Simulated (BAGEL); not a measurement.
**SiBr2 (SMILES Br[Si]Br): HF/def2-SVPD (density fitting with qzvpp-jkfit)**

What is the energy change on altering one bond length of SiBr2 at HF/def2-SVPD (density fitting with qzvpp-jkfit)? 

The calculation is run with BAGEL 1.2.2.

1 further run of the same task is left out (set aside as unsound or not needed).

## 1. The system as given

SiBr2: 3 atoms, total charge 0, spin state singlet. As SMILES, `Br[Si]Br`. Geometry: relaxed at PBE0-D4/def2-TZVP.

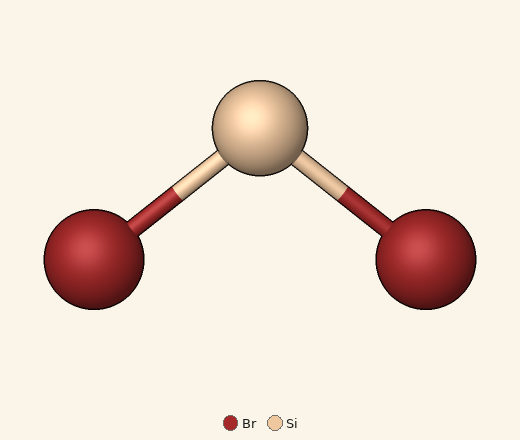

Viewed from a chosen angle; bromine red, silicon light orange.

## 2. The energy at HF/def2-SVPD (density fitting with qzvpp-jkfit)

input.json

```json
{ "bagel": [

{
  "title": "molecule",
  "basis": "def2-svpd.json",
  "df_basis": "qzvpp-jkfit",
  "angstrom": true,
  "geometry": [
    { "atom": "Br", "xyz": [    0.975100,    1.342100,    0.670900 ] },
    { "atom": "Si", "xyz": [   -0.770000,    0.385700,   -0.376400 ] },
    { "atom": "Br", "xyz": [   -0.216000,   -1.792600,   -0.307800 ] }
  ]
},
{
  "title": "hf"
},
{
  "title": "print",
  "file": "orbitals.molden",
  "orbitals": true
}

]}
```

The basis set def2-SVPD is read from a file made from the Basis Set Exchange's data (not shown).

Launch:

```console
$ BAGEL_NUM_THREADS=1 BAGEL input.json > input.out
```

Log:

```text
* using 1 threads per process

  ===============================================================
  ===============================================================

  *** Geometry ***

  { "atom" : "Br", "xyz" : [      1.842672,      2.536201,      1.267817 ] },
  { "atom" : "Si", "xyz" : [     -1.455089,      0.728867,     -0.711293 ] },
  { "atom" : "Br", "xyz" : [     -0.408181,     -3.387523,     -0.581658 ] },

  Number of auxiliary basis functions:      660

  Since a DF basis is specified, we compute 2- and 3-index integrals:
    o Being stored without compression. Storage requirement is 0.059 GB

  Number of basis functions:      106
  Number of electrons      :       84

    * METHOD: MOLECULE                             0.48

  *** RHF ***

  === Nuclear Repulsion ===
   416.1857779811

      * DIIS with orbital gradients will be used.

  === RHF iteration (def2-svpd.json) ===
      0      -5433.00459070          0.00916177           0.24
      1      -5433.07977490          0.00609811           0.22
      2      -5433.10874318          0.00081170           0.22
      3      -5433.11051150          0.00025655           0.22
      4      -5433.11074317          0.00008375           0.22
      5      -5433.11076617          0.00002352           0.22
      6      -5433.11076729          0.00000603           0.22
      7      -5433.11076735          0.00000171           0.22
      8      -5433.11076736          0.00000056           0.22
      9      -5433.11076736          0.00000021           0.22
     10      -5433.11076736          0.00000007           0.22
     11      -5433.11076736          0.00000003           0.22
     12      -5433.11076736          0.00000001           0.22
     13      -5433.11076736          0.00000001           0.22
    * SCF iteration converged.

    * Permanent dipole moment:
           (    0.339896,    -0.180476,     0.164991) a.u.

    * METHOD: HF                                   3.53

    * METHOD: PRINT                                0.03

  ===============================================================
```

Run time: 4.2 s. Hardware: 1 thread of Arm Neoverse V1, shared host; peak memory 0.22 GiB.

## 3. The distorted shape

input.json

```json
{ "bagel": [

{
  "title": "molecule",
  "basis": "def2-svpd.json",
  "df_basis": "qzvpp-jkfit",
  "angstrom": true,
  "geometry": [
    { "atom": "Br", "xyz": [    0.310305,    3.956040,    0.588581 ] },
    { "atom": "Si", "xyz": [   -1.434795,    2.999640,   -0.458719 ] },
    { "atom": "Br", "xyz": [   -0.216000,   -1.792600,   -0.307800 ] }
  ]
},
{ "title": "hf" },
{ "title": "print", "file": "orbitals.molden", "orbitals": true }

]}
```

The basis set def2-SVPD is read from a file made from the Basis Set Exchange's data (not shown).

Launch:

```console
$ BAGEL_NUM_THREADS=1 BAGEL input.json > input.out
```

Log:

```text
* using 1 threads per process

  ===============================================================
  ===============================================================

  *** Geometry ***

  { "atom" : "Br", "xyz" : [      0.586391,      7.475832,      1.112257 ] },
  { "atom" : "Si", "xyz" : [     -2.711370,      5.668498,     -0.866853 ] },
  { "atom" : "Br", "xyz" : [     -0.408181,     -3.387523,     -0.581658 ] },

  Number of auxiliary basis functions:      660

  Since a DF basis is specified, we compute 2- and 3-index integrals:
    o Being stored without compression. Storage requirement is 0.059 GB

  Number of basis functions:      106
  Number of electrons      :       84

    * METHOD: MOLECULE                             0.51

  *** RHF ***

  === Nuclear Repulsion ===
   278.6855586425

      * DIIS with orbital gradients will be used.

  === RHF iteration (def2-svpd.json) ===
      0      -5432.78975110          0.01026375           0.31
      1      -5429.75369599          0.02497152           0.30
      2      -5432.88787642          0.00571867           0.30
      3      -5432.92593749          0.00356598           0.30
      4      -5432.95030694          0.00120670           0.31
      5      -5432.95411840          0.00049739           0.31
      6      -5432.95567132          0.00024386           0.31
      7      -5432.95649538          0.00014285           0.30
      8      -5432.95663489          0.00005647           0.30
      9      -5432.95667309          0.00002401           0.30
     10      -5432.95667729          0.00001138           0.29
     11      -5432.95667875          0.00000385           0.30
     12      -5432.95667893          0.00000143           0.30
     13      -5432.95667895          0.00000055           0.30
     14      -5432.95667896          0.00000021           0.30
     15      -5432.95667896          0.00000012           0.29
     16      -5432.95667896          0.00000007           0.29
     17      -5432.95667896          0.00000004           0.30
     18      -5432.95667896          0.00000002           0.29
     19      -5432.95667896          0.00000001           0.29
     20      -5432.95667896          0.00000001           0.30
    * SCF iteration converged.

    * Permanent dipole moment:
           (    1.544782,    -7.326064,     0.058166) a.u.

    * METHOD: HF                                   6.79

    * METHOD: PRINT                                0.03

  ===============================================================
```

Wall time 7.5 s (1 thread of Arm Neoverse V1, shared host); peak memory 0.22 GiB.

## 4. Summary of results

Level: HF/def2-SVPD (density fitting with qzvpp-jkfit).

| quantity | value |
| --- | --- |
| first shape: total energy | -5433.11077 Eh |
| first shape: dipole moment | 1.06 D |
| first shape: HOMO energy | -9.93 eV |
| first shape: LUMO energy | -0.06 eV |
| first shape: HOMO–LUMO gap | 9.87 eV |
| distorted shape: total energy | -5432.95668 Eh |
| distorted shape: dipole moment | 19.03 D |
| distorted shape: HOMO energy | -7.22 eV |
| distorted shape: LUMO energy | -3.22 eV |
| distorted shape: HOMO–LUMO gap | 3.99 eV |
| energy change with the Si2–Br3 bond stretched from 2.249 to 4.947 Å | 4.193 eV |

One bond (distorted shape) is far stretched, which a spin-restricted single reference describes badly; a broken-symmetry solution may lie lower. With the Si2–Br3 bond stretched from 2.249 to 4.947 Å the energy rises by 4.19 eV (405 kJ/mol). The first shape isn't relaxed at this level, so the change isn't measured from a minimum. A restricted reference can't describe the breaking bond well at this length.
